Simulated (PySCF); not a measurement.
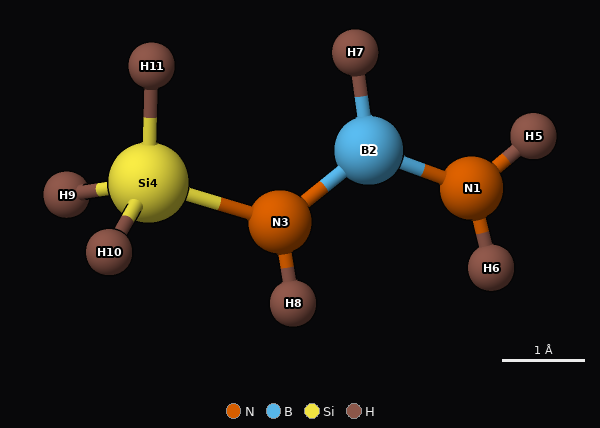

Figure 1. The input geometry of run 1 (ball-and-stick view, seen at a tilt; atoms are numbered from 1 in the order of the input). Bond lengths as drawn: B–H 1.21 Å, B–N 1.41 to 1.43 Å, H–N 1.01 to 1.02 Å, H–Si 1.49 to 1.50 Å and N–Si 1.74 Å.

**BSiN₂H₇: one change and its effect**

System: BSiN₂H₇, SMILES NBN[SiH3].
Method of run 1: GIAO PBE0/6-31G* NMR shielding, non-relativistic, gas phase (PySCF 2.14.0).

The geometry comes from this level: PBE0-D3(BJ)/def2-SVP. Text and figures count atoms from 1; the logs count them from 0 in places.

**Input file, run 1**
```
{"job": {"kind": "nmr", "xc": "PBE0", "basis": "6-31G*", "pop": true}, "charge": 0, "multiplicity": 1}
N      2.212477    -0.301442    -0.226243
B      0.950098     0.266698     0.023476
N     -0.276114    -0.427319    -0.211688
Si    -1.881289     0.218270    -0.000925
H      3.067227     0.202930    -0.043799
H      2.360082    -1.232582    -0.592071
H      0.905110     1.396364     0.461820
H     -0.211977    -1.369174    -0.588515
H     -2.542437     0.572801    -1.298370
H     -2.758449    -0.793510     0.668340
H     -1.790213     1.444326     0.840637
```

The first line tells a small driver script what to run in PySCF; the rest is the geometry in Å.

Command:
```bash
OMP_NUM_THREADS=1 python <driver script> task.json out
```

Hardware: 1 CPU thread, shared host.

**Output (run 1)**
```
coarse grid: 9176 points
cycle   1  E = -427.8122107454  dE =  1.566e-01  |g| = 4.953e-01  |ddm| = 2.814e+00
cycle   2  E = -427.7831354323  dE =  2.908e-02  |g| = 6.152e-01  |ddm| = 8.867e-01
cycle   3  E = -427.8689060855  dE = -8.577e-02  |g| = 6.004e-02  |ddm| = 5.228e-01
cycle   4  E = -427.8696604163  dE = -7.543e-04  |g| = 2.327e-02  |ddm| = 6.191e-02
cycle   5  E = -427.8697734741  dE = -1.131e-04  |g| = 8.137e-03  |ddm| = 2.158e-02
cycle   6  E = -427.8697883901  dE = -1.492e-05  |g| = 1.312e-03  |ddm| = 6.721e-03
cycle   7  E = -427.8697888812  dE = -4.911e-07  |g| = 1.963e-04  |ddm| = 1.493e-03
final grid: 82728 points
cycle   8  E = -427.8292874946  dE = -9.586e-06  |g| = 7.492e-03  |ddm| = 1.337e-02
cycle   9  E = -427.8292778262  dE =  9.668e-06  |g| = 1.013e-02  |ddm| = 1.313e-02
cycle  10  E = -427.8293002251  dE = -2.240e-05  |g| = 4.426e-04  |ddm| = 7.285e-03
cycle  11  E = -427.8293002712  dE = -4.611e-08  |g| = 1.592e-04  |ddm| = 4.563e-04
cycle  12  E = -427.8293002760  dE = -4.806e-09  |g| = 6.040e-05  |ddm| = 1.363e-04
cycle  13  E = -427.8293002769  dE = -8.533e-10  |g| = 7.672e-06  |ddm| = 5.183e-05
converged SCF energy = -427.8293002769

GIAO shielding tensors (ppm)
atom      isotropic    diamagn.    paramagn.     s11        s22        s33       span
  0 N      199.110     319.603    -120.493    142.040    218.483    236.807     94.767
  1 B       90.125     198.813    -108.688     61.947     88.022    120.407     58.460
  2 N      215.153     318.415    -103.261    153.057    240.261    252.141     99.085
  3 Si     438.220     880.986    -442.765    402.030    414.715    497.917     95.887
  4 H       29.814      29.083       0.731     24.470     26.788     38.185     13.715
  5 H       30.253      30.235       0.018     25.033     27.853     37.873     12.839
  6 H       27.388      31.849      -4.462     25.030     28.279     28.854      3.823
  7 H       31.085      30.990       0.095     24.224     30.213     38.818     14.594
  8 H       27.052      28.779      -1.727     23.483     25.425     32.247      8.763
  9 H       27.047      28.813      -1.765     23.667     25.483     31.993      8.326
 10 H       26.903      29.606      -2.703     24.054     25.775     30.880      6.826
```

The input of run 2 differs as follows (lines with − go, lines with + come):
```diff
-"basis": "6-31G*"
+"basis": "6-31G"
```

How does run 2 compare with run 1?

The total energy of run 2 is 41.6 kcal/mol higher, which measures the change of basis and not a stability. The HOMO goes from −6.82 to −6.70 eV. The dipole moment goes from 2.28 to 2.06 D. Of all shieldings, the largest change is that of Si4, by +28.5 ppm. The number of SCF iterations is the same. The basis functions go from 74 to 54.

**Output (run 2)**
```
coarse grid: 9176 points
cycle   1  E = -427.7483495926  dE =  2.141e-01  |g| = 4.813e-01  |ddm| = 2.879e+00
cycle   2  E = -427.7165691782  dE =  3.178e-02  |g| = 6.156e-01  |ddm| = 9.427e-01
cycle   3  E = -427.8029213354  dE = -8.635e-02  |g| = 5.637e-02  |ddm| = 5.558e-01
cycle   4  E = -427.8036287563  dE = -7.074e-04  |g| = 2.388e-02  |ddm| = 7.000e-02
cycle   5  E = -427.8037488813  dE = -1.201e-04  |g| = 7.522e-03  |ddm| = 2.277e-02
cycle   6  E = -427.8037627897  dE = -1.391e-05  |g| = 8.176e-04  |ddm| = 7.176e-03
cycle   7  E = -427.8037630395  dE = -2.498e-07  |g| = 6.758e-05  |ddm| = 1.371e-03
final grid: 82728 points
cycle   8  E = -427.7630424780  dE = -5.966e-06  |g| = 7.352e-03  |ddm| = 1.355e-02
cycle   9  E = -427.7630328667  dE =  9.611e-06  |g| = 9.976e-03  |ddm| = 1.375e-02
cycle  10  E = -427.7630547987  dE = -2.193e-05  |g| = 5.121e-04  |ddm| = 7.667e-03
cycle  11  E = -427.7630548639  dE = -6.521e-08  |g| = 1.632e-04  |ddm| = 5.493e-04
cycle  12  E = -427.7630548692  dE = -5.338e-09  |g| = 5.271e-05  |ddm| = 1.534e-04
cycle  13  E = -427.7630548699  dE = -7.203e-10  |g| = 4.827e-06  |ddm| = 5.762e-05
converged SCF energy = -427.7630548699

GIAO shielding tensors (ppm)
atom      isotropic    diamagn.    paramagn.     s11        s22        s33       span
  0 N      200.885     321.966    -121.080    140.057    221.196    241.403    101.346
  1 B       93.808     194.212    -100.404     65.710     91.031    124.683     58.973
  2 N      222.037     327.246    -105.209    150.809    245.810    269.492    118.684
  3 Si     466.690     880.127    -413.437    427.834    439.639    532.598    104.764
  4 H       30.245      29.930       0.315     24.697     26.808     39.230     14.533
  5 H       30.741      31.265      -0.523     25.419     27.863     38.942     13.523
  6 H       27.710      30.935      -3.226     25.132     28.242     29.755      4.623
  7 H       32.148      33.319      -1.171     24.287     30.491     41.667     17.381
  8 H       27.819      28.473      -0.654     23.626     26.012     33.820     10.194
  9 H       27.911      28.670      -0.759     23.858     26.174     33.702      9.844
 10 H       27.939      28.996      -1.057     24.394     26.762     32.660      8.266
```

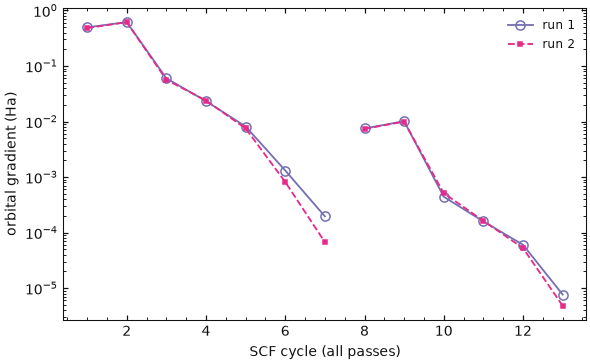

Figure 2. Convergence of the two runs: orbital gradient against the SCF cycle. A break in a curve parts two SCF passes (coarse and final grid). Run 1 takes 13 cycles in all, and run 2 takes 13.

**The two runs side by side**

```tsv
quantity	run 1	run 2
outcome	converged	converged
total energy (hartree)	−427.829300	−427.763055
HOMO (eV)	−6.82	−6.70
LUMO (eV)	1.11	1.14
dipole moment (D)	2.28	2.06
shielding of N1 (ppm)	199.1	200.9
shielding of B2 (ppm)	90.1	93.8
shielding of N3 (ppm)	215.2	222.0
shielding of Si4 (ppm)	438.2	466.7
shielding of H8 (ppm)	31.1	32.1
shielding of H10 (ppm)	27.0	27.9
shielding of H11 (ppm)	26.9	27.9
SCF iterations	13	13
basis functions	74	54
wall time (shared host)	4.4 s	3.4 s
```
